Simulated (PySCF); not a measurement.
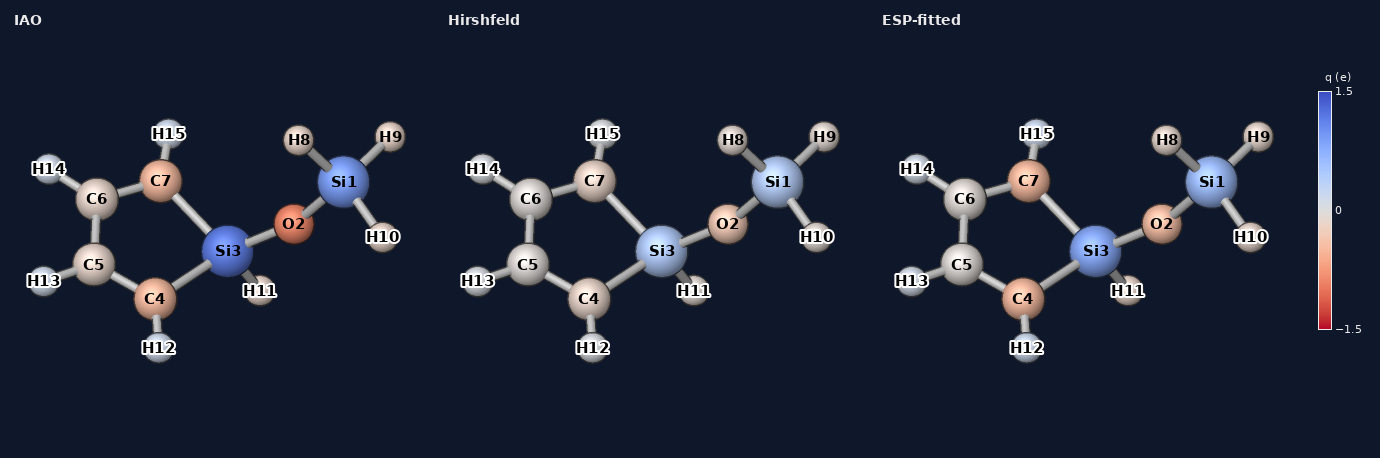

Atomic charges of one calculation by 3 schemes, on one colour scale. The geometry was computed by an optimisation with GFN2-xTB. No frequency run is at hand to confirm it as a minimum. Computed with PBE0/pcSseg-1 (PySCF 2.14.0).

### Which scheme gives the most polar picture (largest mean size of the charges)?

The IAO charges are the largest in size here, and the Hirshfeld charges the smallest.

### On which atom do the schemes disagree most?

On Si3 (from 0.42 to 1.14 e).

List the charges (e), one line for each set of equivalent atoms. Atoms whose distances differ by more than 0.02 Å in this geometry are listed apart.

```tsv
atom	IAO	Hirshfeld	ESP-fitted
Si1	0.90	0.40	0.59
O2	−0.87	−0.30	−0.43
Si3	1.14	0.42	0.77
C4	−0.46	−0.15	−0.47
C5	−0.13	−0.04	−0.04
C6	−0.13	−0.04	−0.05
C7	−0.47	−0.15	−0.46
H8	−0.15	−0.08	−0.11
H9	−0.15	−0.08	−0.13
H10	−0.14	−0.08	−0.13
H11	−0.14	−0.08	−0.15
H12	0.16	0.04	0.18
H13	0.15	0.05	0.12
H14	0.15	0.05	0.12
H15	0.16	0.04	0.18
```

The geometry is semi-empirical. Around Si such bond lengths and angles can be off by a tenth of an ångström or more and by several degrees, and values that hang on the shape move with them.
